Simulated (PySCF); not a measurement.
Input file:

```
{"job": {"kind": "uv", "xc": "B3LYP", "basis": "def2-SVPD", "nstates": 8, "ntriplets": 3}, "charge": 0, "multiplicity": 1}
O      2.375243    -1.878823    -0.650657
C      2.673909    -0.751374    -0.462247
O      1.851397     0.290756    -0.162403
C      0.506977     0.176833    -0.027980
C     -0.179178     1.363653     0.289908
F      0.495911     2.526239     0.443480
C     -1.554580     1.322522     0.445818
O     -2.247624     0.278559     0.317972
B     -1.620291    -1.080912    -0.029865
O     -0.066707    -0.921908    -0.179766
H      3.692162    -0.332267    -0.496033
H     -2.084453     2.242558     0.695248
H     -2.036108    -1.420801    -1.083703
H     -1.807337    -1.815506     0.878061
```

Run with:

```sh
OMP_NUM_THREADS=1 python probes_run.py task.json out
```

Geometry: GFN2-xTB.

These are results of B3LYP/def2-SVPD, SCF density, gas phase (PySCF), not measurements.

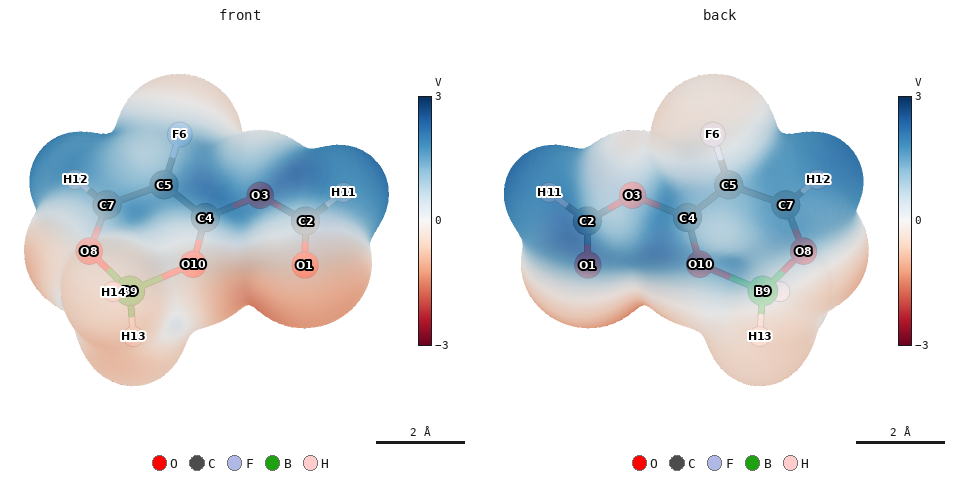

C₄H₄BFO₄. The molecular electrostatic potential painted on the density surface at 0.004 e/bohr³, seen from the front and from behind; the colour scale runs from red (negative) to blue (positive).

Describe the electrostatic potential map.

Answer. The most negative region (about −1.5 V, or −35 kcal/mol for a unit charge) lies over O1 and O10, the most positive (about +2.4 V, or +55 kcal/mol for a unit charge) over the π face of C2.
